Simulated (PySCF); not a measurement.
```csv
atom,x (Å),y (Å),z (Å)
In,0.0000,0.0000,-0.3632
O,0.0000,0.0000,2.6088
```

Core potentials replace the inner electrons of In.

Level of theory: PySCF, PBE0/cc-pVTZ(-PP), non-relativistic Hamiltonian with scalar-relativistic core potentials where named, at a bond length of 2.972 Å.

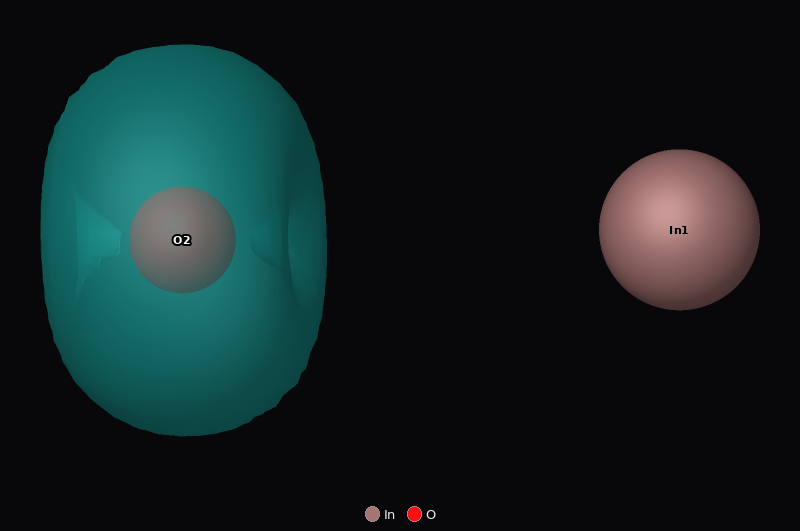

InO (charge +1, triplet). Isosurface of the spin density (α minus β) at +0.05 e/Å³ (teal), seen from one side.

Q: Where is the unpaired spin?

A: The unpaired spin (2 electrons) lies mostly on O2 (about 2.0), in electrons by Hirshfeld's partition.
